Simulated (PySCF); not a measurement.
**H₃N, SMILES `N`: what the electrons do**

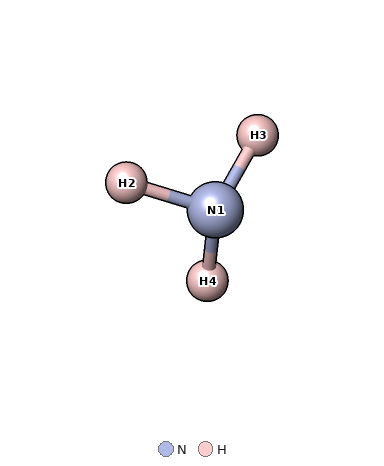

The molecule, with its atoms numbered as below. No frequency check shows the geometry to be a minimum.

Cartesian coordinates (Å):

```
N1       0.0000   -0.0000    0.1100
H2       0.8717   -0.3620   -0.2568
H3      -0.7495   -0.5738   -0.2567
H4      -0.1223    0.9360   -0.2567
```

Part 1: Bonding charge

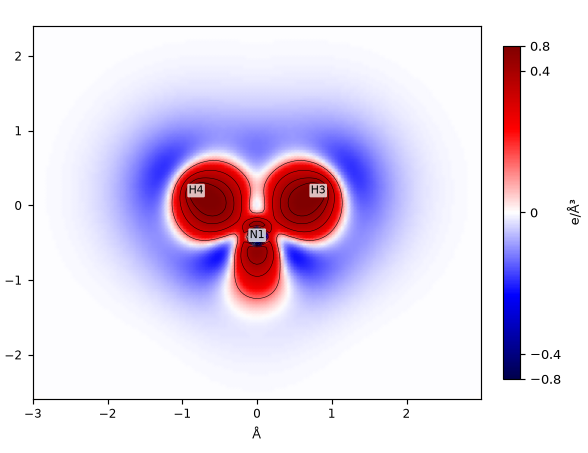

Deformation density (molecule less spherical, spin-averaged free atoms) in the plane of N1, H3 and H4; colour scale in e/Å³, logarithmic beyond ±0.1; red: gain, blue: loss.

Computed with PySCF, M06-2X/def2-SVPD, geometry: GFN2-xTB.

> Describe the bonding that the map shows.

N1–H4 and N1–H3: +0.84 e/Å³ at the bond critical point (bond length 1.01 Å). In all, 0.8 electrons gather in the regions of gain relative to the promolecule.

> Where do the Hirshfeld charges lie?

The highest Hirshfeld charge is on H2, H3 and H4 (+0.10 e), the lowest on N1 (−0.31 e).

Part 2: Bond critical points

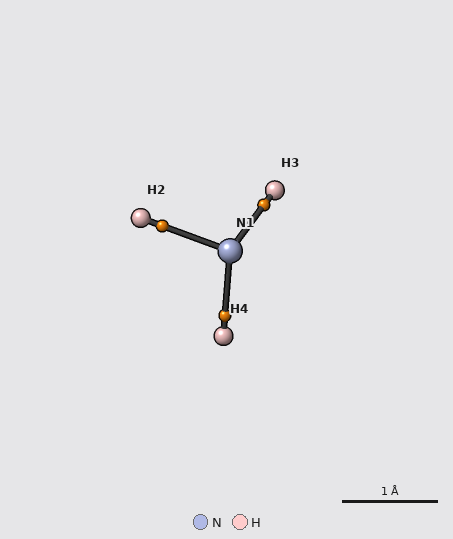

Molecular graph of the electron density (QTAIM): bond paths, bond critical points (orange), ring points (yellow, if any); weak paths are dashed.

> How many critical points of each kind are there, and does the count close?

4 nuclei, 3 bond, 0 ring and 0 cage critical points: 4 − 3 + 0 − 0 = 1, as the Poincaré–Hopf relation requires.

> Give the properties at the bond critical points.

```tsv
bond	length (Å)	ρ (a.u.)	∇²ρ (a.u.)	ε	H (a.u.)
N1–H2 (3 alike)	1.013	0.335	−1.55	0.04	−0.440
```

> What kind of interaction is N1–H2?

Shared-shell (covalent): ρ = 0.335, ∇²ρ = −1.55, H = −0.440 a.u.

Part 3: Local ionisation energy

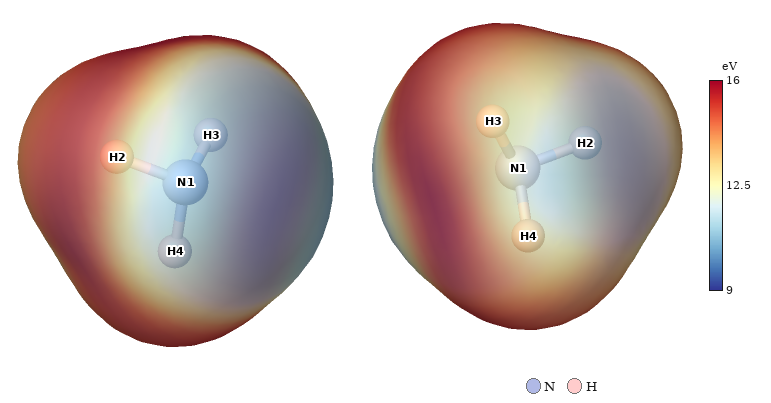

Average local ionisation energy on the surface of electron density 0.001 a.u. (back view left, front view right).

> Where are the most loosely bound electrons on this surface?

The lowest value is 9.8 eV, 2.0 Å from N1. Further minima include 10.4 eV, near H2 (1.90 Å), H3 (1.92 Å), H4 (2.04 Å) and N1 (2.08 Å). For comparison, the highest occupied orbital lies at −9.1 eV.

> What volume does the surface enclose, and what is the dipole moment?

About 35 Å³; the dipole moment is 1.5 D.

Part 4: Localised orbitals

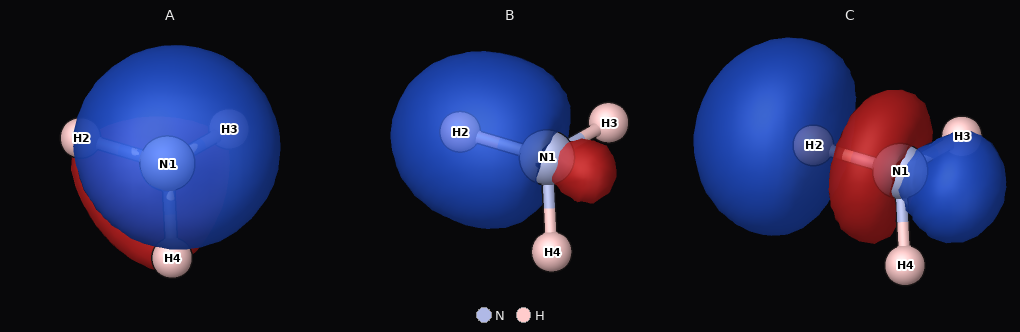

Intrinsic bond orbitals (IBO), occupied and valence-virtual; each surface holds about 85 % of the orbital's density. Energies are diagonal elements of the Fock matrix.

Computed with PySCF, ωB97X/cc-pVDZ, geometry: GFN2-xTB.

> Name the orbitals, with their atomic make-up and energies.

By panel:
- A: lone pair on N1 (sp4-type) (N1 100 %; −10.3 eV)
- B: σ bond N1–H2 (N1 62 %, H2 38 %; −18.6 eV)
- C: σ* orbital H2–N1 (H2 62 %, N1 38 %; 11.6 eV)

Part 5: Stretching a bond

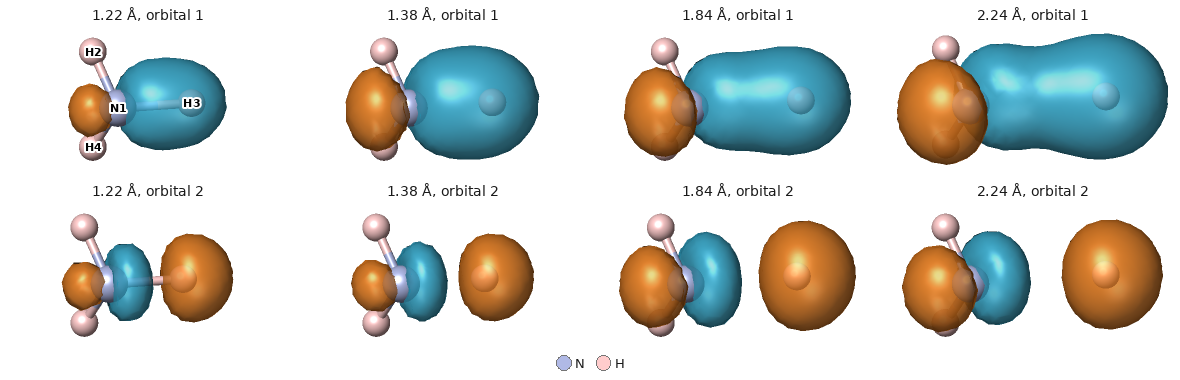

Rigid stretch of the N1–H3 bond. The two CASSCF(2,2) natural orbitals nearest half filling (orbital 1 the more occupied).

Method: cc-pVDZ basis; geometry: GFN2-xTB; program: PySCF.

> How do the occupations change along the stretch?

1.22 Å: 1.96 and 0.04; 1.38 Å: 1.93 and 0.07; 1.84 Å: 1.74 and 0.26; 2.24 Å: 1.47 and 0.53. At the longest distance computed (2.86 Å) they are 1.19 and 0.81, and the effective number of unpaired electrons is 1.9.

> Where does the UHF solution part from RHF?

Between 1.38 Å (⟨S²⟩ = 0, the two coincide) and 1.58 Å (⟨S²⟩ = 0.38); at 2.86 Å ⟨S²⟩ is 1.00 and UHF lies 4.6 eV below RHF.

> How much energy does the stretch cost?

By CASSCF, 4.1 eV from the lowest point of the scan (1.02 Å) to 2.86 Å; RHF gives 8.1 eV from its own lowest point. The fragments aren't relaxed and dynamic correlation is missing, so this isn't a bond dissociation energy.
